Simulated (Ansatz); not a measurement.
# Geometry relaxation of AlH₄O₃F (part 2 of 2)

Continued. System: AlH₄O₃F. Method: RKS B3LYP/def2-SVP (Ansatz 0.2.0). The input holds or restrains some coordinates. It belongs to a series of runs on one base structure; here: pulled along the bonds that form and break, towards end A.

Geometry of the input (Å):
```
Al -0.4963  -0.0455  0.1256
F  0.5245  1.6163  -0.6832
O  -1.7721  -0.5205  -0.7847
O  -0.3213  0.0652  1.7496
H  1.1695  0.6021  -0.7605
O  1.4573  -0.6312  -0.6405
H  -2.0649  -0.6426  -1.6752
H  -0.6203  0.2377  2.6282
H  2.1235  -0.6816  0.0406
```

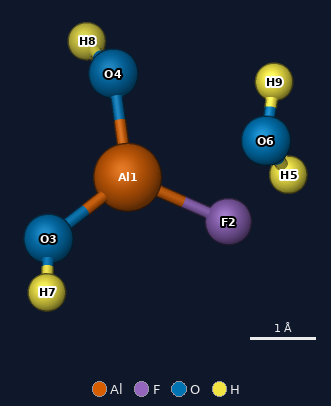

**Figure 1.** The geometry at step 8 of the log (ball-and-stick view, seen at a tilt; atoms are numbered from 1 in the order of the input).

### Trajectory as extended XYZ, continued
```
9
Properties=species:S:1:pos:R:3:forces:R:3 step=3 energy=-15516.17741
Al   -0.7003    0.2239    0.1671    2.4682   2.7893  -1.8895
F     0.2474    1.6897   -0.5778   -1.4755  -2.6971   1.1341
O    -1.8075   -0.5324   -0.7848   -0.6280  -0.4373   0.2302
O    -0.3350    0.0797    1.7635    0.2277  -0.3067   0.2843
H     1.4000    0.2928   -0.8023    0.7126  -0.4173  -0.4995
O     1.7294   -0.6536   -0.7972   -1.3668   1.2220   0.3873
H    -2.0670   -0.6428   -1.6897   -0.0305   0.0260  -0.4306
H    -0.6177    0.2277    2.6521   -0.2099   0.0307   0.5220
H     2.1506   -0.6851    0.0690    0.3023  -0.2095   0.2617
9
Properties=species:S:1:pos:R:3:forces:R:3 step=4 energy=-15516.37661
Al   -0.8133    0.3683    0.1902    1.6404   1.1791  -1.1556
F     0.0868    1.6984   -0.5108   -0.8791  -1.3775   0.5507
O    -1.8200   -0.5378   -0.7809   -0.3466  -0.1347   0.4307
O    -0.3389    0.0806    1.7656   -0.0896  -0.1428  -0.0115
H     1.5543    0.2020   -0.8775   -0.3802   1.7936  -0.5853
O     1.8523   -0.6920   -0.8388    0.0255  -1.0474   0.9175
H    -2.0676   -0.6404   -1.6954    0.0462   0.1065  -0.1842
H    -0.6175    0.2241    2.6632   -0.1244  -0.0128   0.2427
H     2.1640   -0.7034    0.0842    0.1078  -0.3640  -0.2049
9
Properties=species:S:1:pos:R:3:forces:R:3 step=5 energy=-15516.45440
Al   -0.8519    0.3758    0.2012    1.6306   0.7963  -0.9454
F     0.0754    1.6482   -0.5220   -0.7570  -0.9837   0.4674
O    -1.8908   -0.5224   -0.7481   -0.3739  -0.1357   0.2637
O    -0.3846    0.0645    1.7812   -0.1718  -0.0439   0.0085
H     1.7191    0.2528   -0.9672    0.1189  -0.3753  -0.0976
O     1.9178   -0.7012   -0.8439   -0.4786   0.7811   0.4932
H    -2.1136   -0.6312   -1.6718    0.0915   0.1270  -0.0224
H    -0.6630    0.2254    2.6796   -0.0772  -0.0298   0.0595
H     2.1915   -0.7120    0.0909    0.0175  -0.1359  -0.2269
9
Properties=species:S:1:pos:R:3:forces:R:3 step=6 energy=-15516.50166
Al   -0.7704    0.3027    0.2018    0.9159   1.0367  -0.4875
F     0.1348    1.5940   -0.5186   -0.5898  -1.1811   0.4932
O    -1.9574   -0.4899   -0.6822   -0.0463  -0.1286   0.2092
O    -0.4826    0.0508    1.8447   -0.0061  -0.0066  -0.1972
H     1.8070    0.2710   -1.0334    0.0449   0.0549  -0.0930
O     2.0115   -0.6732   -0.9176   -0.5909   0.2687   0.3337
H    -2.1662   -0.6195   -1.6071    0.1050   0.0993  -0.0459
H    -0.8563    0.2724    2.6995    0.0116  -0.0644  -0.1996
H     2.2796   -0.7083    0.0127    0.1557  -0.0789  -0.0131
9
Properties=species:S:1:pos:R:3:forces:R:3 step=7 energy=-15516.47995 accepted=F
Al   -0.8330    0.3195    0.2105    1.4540   0.8103  -0.6781
F     0.1676    1.5234   -0.5512   -0.9103  -1.0118   0.6426
O    -2.0311   -0.4678   -0.6657   -0.1092  -0.0650   0.1743
O    -0.5285    0.0409    1.8460    0.0982  -0.0108  -0.6101
H     1.9042    0.2930   -1.0387   -0.2166  -0.5562  -0.0841
O     1.9546   -0.6781   -0.8836    0.5478   0.8846   1.5425
H    -2.2203   -0.6094   -1.5941    0.1073   0.1142  -0.0051
H    -0.8829    0.2587    2.6993   -0.1991   0.0583   0.2895
H     2.4693   -0.6803   -0.0227   -0.7721  -0.2235  -1.2715
9
Properties=species:S:1:pos:R:3:forces:R:3 step=8 energy=-15516.53406
Al   -0.7926    0.3103    0.1968    1.0736   0.8912  -0.5807
F     0.1432    1.5618   -0.5548   -0.6732  -1.0948   0.5482
O    -2.0020   -0.4781   -0.6639   -0.0560  -0.0960   0.1645
O    -0.4872    0.0426    1.8320    0.0308   0.0400  -0.2008
H     1.8339    0.2663   -1.0377   -0.0200   0.0254  -0.0692
O     2.0013   -0.6791   -0.8818   -0.4403   0.2609   0.3886
H    -2.2007   -0.5943   -1.5933    0.0869   0.0961  -0.0431
H    -0.8669    0.2451    2.6866   -0.0379  -0.0441  -0.0887
H     2.3710   -0.6746    0.0160    0.0361  -0.0787  -0.1189
9
Properties=species:S:1:pos:R:3:forces:R:3 step=9 energy=-15516.56410
Al   -0.8117    0.3168    0.1816    1.1554   0.7715  -0.8283
F     0.1219    1.5226   -0.6444   -0.7271  -1.0153   0.6636
O    -2.0587   -0.4880   -0.6187   -0.0586  -0.0395  -0.0504
O    -0.4501    0.0542    1.8004    0.0201   0.1427   0.1542
H     1.8706    0.2767   -1.0108   -0.0484   0.0227  -0.0229
O     2.0079   -0.6690   -0.8343   -0.3573   0.1674   0.3261
H    -2.2331   -0.5299   -1.5632    0.0423   0.0637   0.0701
H    -0.8777    0.1840    2.6492    0.0120  -0.0882  -0.1748
H     2.4307   -0.6675    0.0399   -0.0385  -0.0250  -0.1375
9
Properties=species:S:1:pos:R:3:forces:R:3 step=10 energy=-15516.60341
Al   -0.8139    0.3012    0.1698    1.1953   0.7776  -0.9319
F     0.0966    1.4623   -0.7386   -0.7043  -0.9616   0.7224
O    -2.1054   -0.5047   -0.5700   -0.0061   0.0502  -0.1549
O    -0.3847    0.1354    1.7882   -0.2324   0.1151   0.4917
H     1.8880    0.2567   -1.0148   -0.0459   0.0314   0.0182
O     2.0335   -0.6728   -0.7740   -0.4035   0.0950   0.1239
H    -2.2794   -0.4221   -1.5155   -0.0260  -0.0411   0.1377
H    -0.9332    0.0622    2.5816    0.2317  -0.0841  -0.4039
H     2.4984   -0.6183    0.0732   -0.0088   0.0174  -0.0031
9
Properties=species:S:1:pos:R:3:forces:R:3 step=11 energy=-15516.64039
Al   -0.7758    0.3665    0.1826    1.3157   0.8895  -0.5791
F     0.1728    1.5294   -0.6831   -0.7518  -1.0341   0.6439
O    -2.0132   -0.5018   -0.5563   -0.1164  -0.0416   0.0336
O    -0.4405    0.3178    1.8483   -0.3160  -0.1229   0.0108
H     1.8606    0.2073   -1.0735   -0.0316   0.0711  -0.0113
O     2.0211   -0.7103   -0.7989   -0.3948   0.1535   0.2316
H    -2.3046   -0.5069   -1.4707    0.0630   0.0207  -0.0098
H    -1.0128   -0.0965    2.5098    0.2385   0.0883  -0.2649
H     2.4922   -0.6055    0.0417   -0.0066  -0.0245  -0.0549
9
Properties=species:S:1:pos:R:3:forces:R:3 step=12 energy=-15516.65748
Al   -0.7903    0.3956    0.1952    1.0343   0.7340  -1.0501
F     0.1471    1.5095   -0.7420   -0.6997  -0.9414   0.7942
O    -2.0606   -0.4591   -0.5273    0.0719   0.0144   0.0768
O    -0.4803    0.3698    1.8546    0.0148  -0.0121   0.0540
H     1.8554    0.1971   -1.0662   -0.0399   0.0585   0.0028
O     1.9997   -0.7158   -0.7683   -0.4050   0.1253   0.1525
H    -2.2315   -0.5065   -1.4716   -0.0026   0.0065  -0.0171
H    -0.9540   -0.1845    2.4816    0.0181   0.0113  -0.0102
H     2.5145   -0.6063    0.0440    0.0081   0.0036  -0.0028
9
Properties=species:S:1:pos:R:3:forces:R:3 step=13 energy=-15516.65738
Al   -0.7982    0.3994    0.1884    1.1839   0.7700  -0.9080
F     0.1513    1.5162   -0.7341   -0.7495  -0.9518   0.7532
O    -2.0591   -0.4670   -0.5293    0.0052   0.0022   0.0007
O    -0.4780    0.3744    1.8479   -0.0023  -0.0029  -0.0046
H     1.8560    0.1992   -1.0583   -0.0452   0.0563   0.0015
O     1.9952   -0.7158   -0.7644   -0.3908   0.1306   0.1459
H    -2.2409   -0.5087   -1.4722   -0.0015  -0.0002   0.0045
H    -0.9412   -0.1860    2.4764    0.0005  -0.0033   0.0070
H     2.5147   -0.6118    0.0456   -0.0002  -0.0008  -0.0003
```

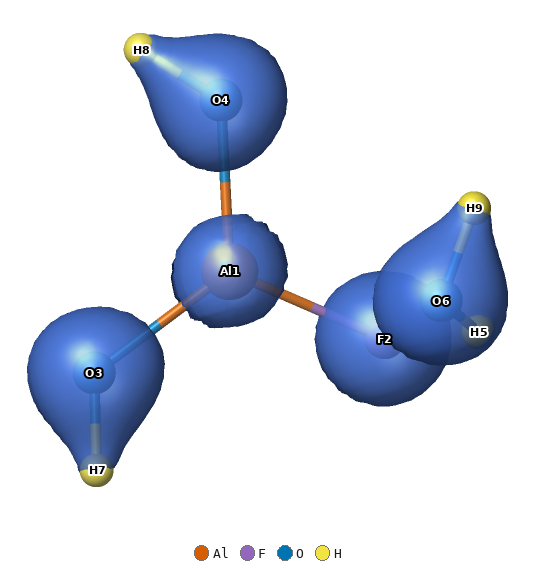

**Figure 2.** Isosurface of the total electron density at 1.5 e/Å³ (blue), seen at a tilt. At this value the surface falls into five separate pieces. It is pinched off along the Al···O (3.16 Å), Al–O (1.69 Å) and Al–F (1.73 Å) contacts. On the grid the lowest density along these lines, outside the cores, is 0.04 e/Å³ (Al···O, 3.16 Å), 0.72 e/Å³ (Al–O, 1.69 Å), 0.58 e/Å³ (Al–F, 1.73 Å) and 2.3 e/Å³ (O–H, 0.96 Å).

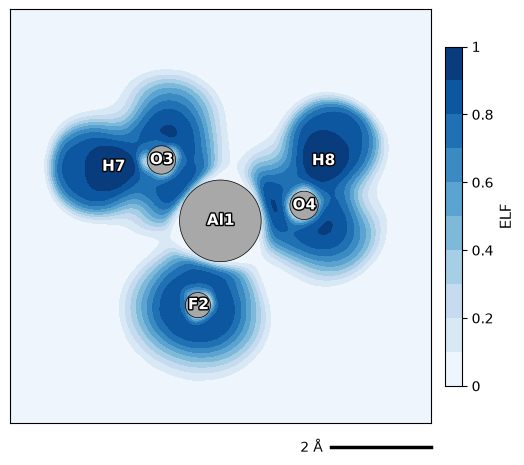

**Figure 3.** Electron localisation function on the plane of atoms F2, Al1 and O4. Grey discs, where drawn, cover atomic cores. Atoms in the plane: Al, F, O and H. Al–O (1.69 Å): the ELF peaks at about 0.85 in the valence shell of O, 0.6 Å from its nucleus, and is about 0.40 at the midpoint. Al–F (1.73 Å): the ELF peaks at about 0.85 in the valence shell of F, 0.6 Å from its nucleus, and is about 0.30 at the midpoint.
